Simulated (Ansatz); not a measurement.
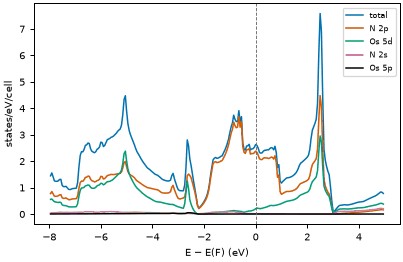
Total and projected density of states of OsN3 (ReO3 type, Pm-3m), the program Ansatz at the PBEsol level (PAW)

Q: Which orbitals carry the states next to the Fermi level?

A: Within 0.5 eV of the Fermi level: N 2p 91 %, Os 5d 7 %. Projections are on Löwdin-orthogonalised atomic valence shells; empty p or d shells of many metals are not among them.

Q: Where is the tallest occupied peak in this window, and what makes it?

A: Near -5.0 eV, about 4.5 states/eV per cell; the largest projected share is Os 5d.

The start of the workflow was typed in or built on a structure type; neither database checked (COD, Materials Project) lists it. Its standing as an ambient phase is unchecked. The PBEsol relaxation kept the symmetry of its start; its stability against distortions is not shown here. The workflow began spin-polarised and lost its moments. The cell computed holds one magnetic atom, so no antiferromagnetic order was within reach. Its formation energy is positive at this level, so the cell may be metastable or incomplete. Scalar-relativistic: spin–orbit coupling is off unless named, which matters more the heavier the elements.

Potentials: the later of the program's two PAW sets.
